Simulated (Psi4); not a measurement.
# H2S2 (SMILES SS): CCSD/def2-TZVPP

Aim: the energy change on altering one bond length of H2S2 at CCSD/def2-TZVPP, from 2 runs. The job is set up through a Python script.

The results are computed with Psi4 1.11.

1 further run of the same task is left out (set aside as unsound or not needed).

**1. The system as given**

The species is H2S2 (4 atoms), meant as a singlet with charge 0. As SMILES, `SS`. The shape is that of a PBE0-D4/def2-TZVP optimisation.

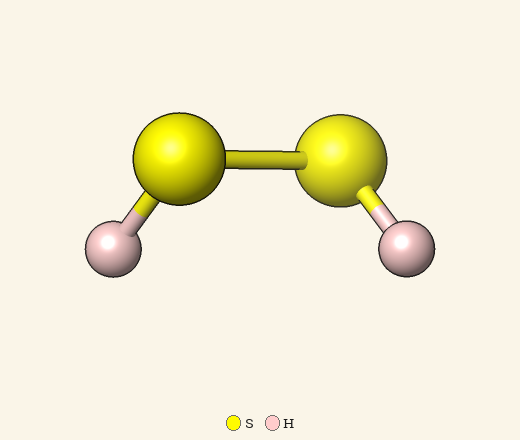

Viewed from a chosen angle; sulfur yellow, hydrogen pink.

**2. A single-point energy at CCSD/def2-TZVPP**

h2s2.xyz reads:

```xyz
4
H2S2
S      0.784480    -0.789210     0.166690
S      0.060220     1.121560     0.067360
H     -0.225420    -1.352590     0.856880
H     -0.619290     1.020250    -1.090950
```

calc.py reads:

```python
import psi4

psi4.set_memory('2200 MB')
psi4.set_num_threads(1)
psi4.set_output_file('output.dat', False)

with open('h2s2.xyz') as f:
    atoms = ''.join(f.readlines()[2:])
molecule = psi4.geometry('0 1\n' + atoms + 'symmetry c1\nno_reorient\nno_com')

psi4.set_options({
    'basis': 'def2-TZVPP',
    'puream': True,
    'e_convergence': 1e-09,
    'd_convergence': 1e-08,
    'scf_type': 'pk',
    'num_frozen_docc': 10,
})

E, wfn = psi4.energy('ccsd', molecule=molecule, return_wfn=True)
print('E =', round(E, 9))
for k, v in sorted(psi4.core.scalar_variables().items()):
    print(f'{k:45s} {v:18.10f}')
```

Launch:

```bash
python calc.py
```

output.dat:

```text
[...]
  Running in c1 symmetry.
[...]
  Nuclear repulsion =   85.443143382187571
[...]
  Multiplicity = 1
[...]
  Nalpha       = 17
  Nbeta        = 17
[...]
    Number of basis functions: 112
[...]
   @RHF iter   1:  -796.21154147169045   -2.48365e-01   2.62936e-03 DIIS/ADIIS
[...]
   @RHF iter  12:  -796.25025094063551   -2.61480e-12   2.63338e-09 DIIS
[...]
    Orbital Energies [Eh]
    ---------------------
    Doubly Occupied:
       1A    -91.985088     2A    -91.985085     3A     -8.988142
       4A     -8.987944     5A     -6.669394     6A     -6.669073
       7A     -6.668355     8A     -6.668225     9A     -6.667470
      10A     -6.667470    11A     -1.059249    12A     -0.882861
      13A     -0.599084    14A     -0.550823    15A     -0.480225
      16A     -0.383752    17A     -0.381527
[...]
  @RHF Final Energy:  -796.25025094063551
   => Energetics <=
    Nuclear Repulsion Energy =             85.4431433821875714
    One-Electron Energy =               -1270.7992529318869401
    Two-Electron Energy =                 389.1058586090638300
    Total Energy =                       -796.2502509406355102
[...]
 Multipole Moments:
 ------------------------------------------------------------------------------------
     Multipole            Electronic (a.u.)      Nuclear  (a.u.)        Total (a.u.)
 ------------------------------------------------------------------------------------
 L = 1.  Multiply by 2.5417464519 to convert [e a0] to [Debye]
 Dipole X            :        -24.4027199           23.9437560           -0.4589639
 Dipole Y            :         -9.6013539            9.4207761           -0.1805778
 Dipole Z            :         -6.7614909            6.6343182           -0.1271727
 Magnitude           :                                                    0.5093418
[...]
      * MP2 total energy                      = -796.607652126594985
[...]
      * CCSD total energy                     = -796.644626601451819
```

The script printed:

```text
E = -796.644626601
CC D1 DIAGNOSTIC                                    0.0233867591
CC D2 DIAGNOSTIC                                    0.1709780290
CC NEW D1 DIAGNOSTIC                                0.0233867591
CC T1 DIAGNOSTIC                                    0.0109204299
CCSD CORRELATION ENERGY                            -0.3943756608
CCSD DOUBLES ENERGY                                -0.3943756608
CCSD ITERATIONS                                    16.0000000000
CCSD OPPOSITE-SPIN CORRELATION ENERGY              -0.3165513720
CCSD SAME-SPIN CORRELATION ENERGY                  -0.0778242888
CCSD SINGLES ENERGY                                 0.0000000000
CCSD TOTAL ENERGY                                -796.6446266015
CURRENT CORRELATION ENERGY                         -0.3943756608
CURRENT ENERGY                                   -796.6446266015
CURRENT REFERENCE ENERGY                         -796.2502509406
DD SOLVATION ENERGY                                 0.0000000000
HF KINETIC ENERGY                                 796.2405979613
HF POTENTIAL ENERGY                             -1592.4908489020
HF TOTAL ENERGY                                  -796.2502509406
HF VIRIAL RATIO                                     2.0000121232
MP2 CORRELATION ENERGY                             -0.3574011860
MP2 DOUBLES ENERGY                                 -0.3574011860
MP2 OPPOSITE-SPIN CORRELATION ENERGY               -0.2761190184
MP2 SAME-SPIN CORRELATION ENERGY                   -0.0812821676
MP2 SINGLES ENERGY                                 -0.0000000000
MP2 TOTAL ENERGY                                 -796.6076521266
NUCLEAR REPULSION ENERGY                           85.4431433822
ONE-ELECTRON ENERGY                             -1270.7992529319
PCM POLARIZATION ENERGY                             0.0000000000
PE ENERGY                                           0.0000000000
SCF ITERATION ENERGY                             -796.2502509406
SCF ITERATIONS                                     12.0000000000
SCF TOTAL ENERGY                                 -796.2502509406
TWO-ELECTRON ENERGY                               389.1058586091
```

Run time: 32 s. Hardware: 1 thread of AMD EPYC 9R45 (Zen 5), shared host; peak memory 1.4 GiB.

**3. The distorted shape, same level**

h2s2.xyz reads:

```xyz
4
H2S2
S      1.328082    -0.708163     1.093327
S      0.603822     1.202607     0.993997
H      0.318182    -1.271543     1.783517
H     -0.619290     1.020250    -1.090950
```

job.py reads:

```python
import psi4

psi4.set_memory(2200000000)
psi4.set_num_threads(1)
psi4.set_output_file('output.dat', False)

with open('h2s2.xyz') as f:
    atoms = ''.join(f.readlines()[2:])
geom = psi4.geometry('0 1\n' + atoms + 'symmetry c1')

options = {'puream': True, 'e_convergence': 1e-09, 'd_convergence': 1e-08, 'scf_type': 'pk', 'num_frozen_docc': 10}
psi4.set_options(options)

energy_value = psi4.energy("ccsd/def2-TZVPP", molecule=geom)
print(f'total energy {energy_value:.8f} hartree = {energy_value * 27.211386:.5f} eV')
```

Launch:

```bash
python job.py
```

output.dat:

```text
[...]
  Running in c1 symmetry.
[...]
  Nuclear repulsion =   81.868102922887644
[...]
  Multiplicity = 1
[...]
  Nalpha       = 17
  Nbeta        = 17
[...]
    Number of basis functions: 112
[...]
   @RHF iter   1:  -796.01854776206972   -4.30496e-01   2.90508e-03 ADIIS/DIIS
[...]
   @RHF iter  14:  -796.09879000864521   -3.54703e-11   7.24063e-09 DIIS
[...]
    Orbital Energies [Eh]
    ---------------------
    Doubly Occupied:
       1A    -92.029188     2A    -92.006894     3A     -9.025515
       4A     -9.008772     5A     -6.705440     6A     -6.704825
       7A     -6.703641     8A     -6.689748     9A     -6.688868
      10A     -6.688281    11A     -1.057768    12A     -0.856064
      13A     -0.586543    14A     -0.496382    15A     -0.463850
      16A     -0.392814    17A     -0.341464
[...]
  @RHF Final Energy:  -796.09879000864521
   => Energetics <=
    Nuclear Repulsion Energy =             81.8681029228876440
    One-Electron Energy =               -1263.0416758934698009
    Two-Electron Energy =                 385.0747829619369327
    Total Energy =                       -796.0987900086452100
[...]
 Multipole Moments:
 ------------------------------------------------------------------------------------
     Multipole            Electronic (a.u.)      Nuclear  (a.u.)        Total (a.u.)
 ------------------------------------------------------------------------------------
 L = 1.  Multiply by 2.5417464519 to convert [e a0] to [Debye]
 Dipole X            :          1.8866826           -2.0276087           -0.1409262
 Dipole Y            :          0.2468671           -0.6771405           -0.4302734
 Dipole Z            :          1.5453333           -1.2664605            0.2788728
 Magnitude           :                                                    0.5317569
[...]
      * MP2 total energy                      = -796.480234264688420
[...]
      * CCSD total energy                     = -796.528253034966156
```

On the terminal:

```text
total energy -796.52825303 hartree = -21674.63775 eV
```

It took 37 s on 1 thread of AMD EPYC 9R45 (Zen 5), shared host; peak memory 1.4 GiB.

**4. Results**

Level: CCSD/def2-TZVPP, 10 core orbitals frozen.

```
                                                         quantity          value
                                        first shape: total energy  -796.64463 Eh
                 first shape: HOMO energy (Hartree–Fock orbitals)      -10.38 eV
                 first shape: LUMO energy (Hartree–Fock orbitals)        2.87 eV
               first shape: HOMO–LUMO gap (Hartree–Fock orbitals)       13.25 eV
        first shape: correlation energy (10 core orbitals frozen)     -394.4 mEh
                                       first shape: T1 diagnostic          0.011
                                    distorted shape: total energy  -796.52825 Eh
             distorted shape: HOMO energy (Hartree–Fock orbitals)       -9.29 eV
             distorted shape: LUMO energy (Hartree–Fock orbitals)       -1.05 eV
           distorted shape: HOMO–LUMO gap (Hartree–Fock orbitals)        8.24 eV
    distorted shape: correlation energy (10 core orbitals frozen)     -429.5 mEh
                                   distorted shape: T1 diagnostic          0.023
energy change with the S2–H4 bond stretched from 1.347 to 2.424 Å       3.167 eV
```

One bond (distorted shape) is far stretched, which a spin-restricted single reference describes badly; a broken-symmetry solution may lie lower. With the S2–H4 bond stretched from 1.347 to 2.424 Å the energy rises by 3.17 eV (73 kcal/mol). The first shape isn't relaxed at this level, so the change isn't measured from a minimum. A restricted reference can't describe the breaking bond well at this length. The T1 diagnostic (distorted shape) of 0.023 is above the customary mark for such species, so a single reference may not serve.
